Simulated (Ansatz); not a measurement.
The parent structure is BAs in the zinc blende structure (space group F-43m, No. 216; a = 4.732 Å).

Modification: every lattice vector is stretched by 3.00 %; the atoms relax in the strained cell.

All numbers come from LDA in Ansatz (plane waves to 420 eV, PAW, spin-orbit coupling left out).

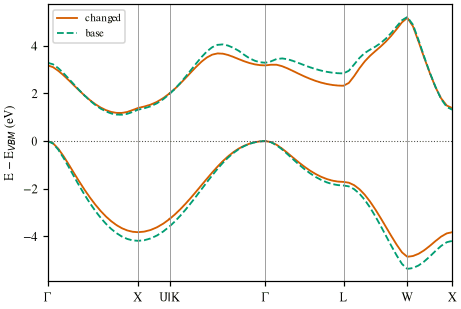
Figure: Highest valence and lowest conduction band along the path, each from its own valence-band maximum

Question: From the figure, how large is the changed gap, and is it direct?

Answer: About 1.2 eV, indirect, Γ → Γ–X (82 % along).

No phonon test of stability was made.

Ansatz is a program for electronic structure.
